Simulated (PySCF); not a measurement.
**Atomic calculation, with input and output: Hg⁺**

- system: Hg⁺, configuration 1s2 2s2 2p6 3s2 3p6 3d10 4s2 4p6 4d10 4f14 5s2 5p6 5d10 6p1, multiplicity 2.
- method: unrestricted B2PLYP, aug-cc-pwCVDZ-PP with ECP60, scalar-relativistic core potential (PySCF)

**Results in brief**

- outcome: converged
- total energy (valence electrons, under a core potential): −152.664228 hartree
- mean-field energy: −152.562890 hartree
- second-order correlation (valence shells only, unscaled; the total energy holds 0.27 of it): −0.375326 hartree
- ⟨S²⟩: 0.758
- ⟨L²⟩: 2.03
- SCF iterations: 8
- hardware: 1 CPU thread, shared host
- CPU time: 1.9 s (integrals apart)

**Remarks**

The driver held the occupations shell by shell, and empty s levels lie below the filled 6p. This is not the ground configuration of the species.

**Input**
```python
from pyscf import gto, scf, dft, mp, cc
mol = gto.M(atom="Hg 0 0 0", charge=1, spin=1, symmetry="D2h",
            basis="aug-cc-pwCVDZ-PP",
            ecp="aug-cc-pwCVDZ-PP")
mf = dft.UKS(mol, xc="0.53*HF + 0.47*B88, 0.73*LYP")
mf.irrep_nelec = {'Ag': (3, 3), 'B1g': (1, 1), 'B2g': (1, 1), 'B3g': (1, 1), 'B1u': (1, 1), 'B2u': (2, 1), 'B3u': (1, 1)}
mf.kernel()
```

The script is an equivalent of what the driver set up; the driver started from orbitals of its own, so the log can be shorter than this script's would be, and it computed the properties (radii, ⟨L²⟩, response) afterwards. It held the occupations shell by shell, which the script's counts by irreducible representation don't always enforce. The second-order step of the double hybrid, with the core frozen, followed the SCF and isn't in the script.

**The program's output (extracts)**
```
damping factor = 0
level_shift factor = 0
DIIS = <class 'pyscf.scf.diis.CDIIS'>
diis_start_cycle = 1
diis_space = 10
diis_damp = 0
SCF conv_tol = 1e-09
SCF conv_tol_grad = None
number electrons alpha = 10  beta = 9
XC functionals = 0.53*HF + 0.47*B88, 0.73*LYP
    A. D. Becke.,  Phys. Rev. A 38, 3098 (1988)
    C. Lee, W. Yang, and R. G. Parr.,  Phys. Rev. B 37, 785 (1988)
    B. Miehlich, A. Savin, H. Stoll, and H. Preuss.,  Chem. Phys. Lett. 157, 200 (1989)
cycle= 1 E= -152.562408377649  delta_E= -0.00414  |g|= 0.02  |ddm|= 0.19
cycle= 2 E= -152.562738065591  delta_E= -0.00033  |g|= 0.011  |ddm|= 0.0788
cycle= 3 E= -152.562821764636  delta_E= -8.37e-05  |g|= 0.00444  |ddm|= 0.0304
cycle= 4 E= -152.562875371761  delta_E= -5.36e-05  |g|= 0.00175  |ddm|= 0.0354
cycle= 5 E= -152.562889193088  delta_E= -1.38e-05  |g|= 0.000321  |ddm|= 0.022
cycle= 6 E= -152.562889588436  delta_E= -3.95e-07  |g|= 6.53e-05  |ddm|= 0.00412
cycle= 7 E= -152.562889604811  delta_E= -1.64e-08  |g|= 1.06e-05  |ddm|= 0.000674
cycle= 8 E= -152.56288960517  delta_E= -3.58e-10  |g|= 1.08e-06  |ddm|= 0.00013
converged SCF energy = -152.56288960517  <S^2> = 0.75823514  2S+1 = 2.0082183
```

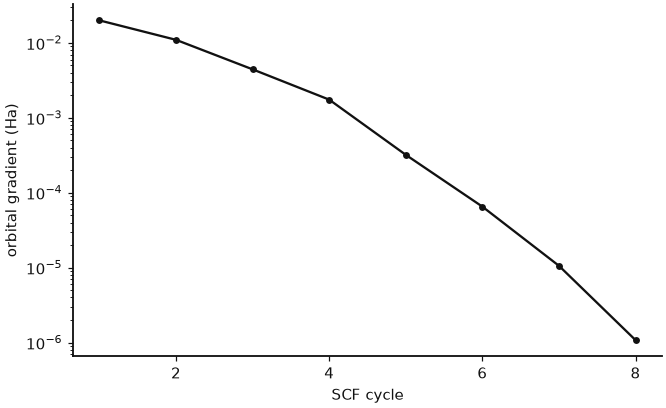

*Convergence: orbital gradient against the SCF cycle.*

The residual falls at every step. It goes from 0.020 to 1.1×10⁻⁶ in 8 steps.

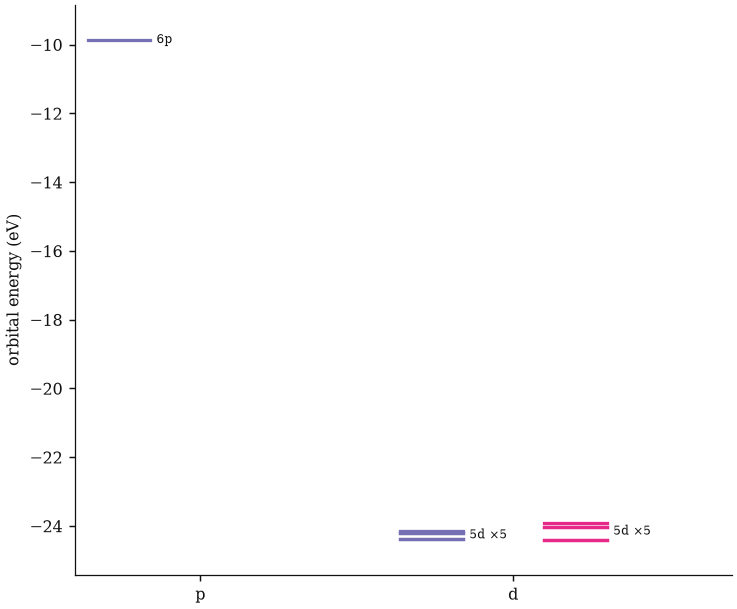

*Orbital energies of the mean field, from the top down to −24.4 eV, by angular momentum, α spin at the left of each column and β at the right; ×n counts the orbitals under one label. Empty levels that the record names by l alone aren't drawn.*

The highest filled orbital is 6p α at −9.87 eV, the lowest empty one s α at −13.5 eV.

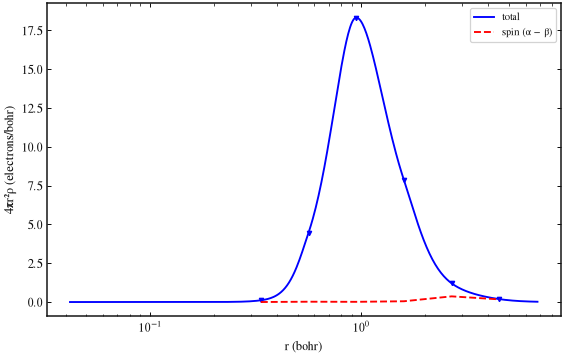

*Spherically averaged radial density 4πr²ρ of the mean field (valence electrons alone, under a core potential) and its spin part; markers are the stored points, which are sparse, and the line is a monotone interpolation between them.*

The largest stored value is 18.3 electrons/bohr at r = 0.95 bohr. Root-mean-square radii of the shells: 5s 0.974, 5p 1.12, 5d 1.58, 6p 3.69 bohr.
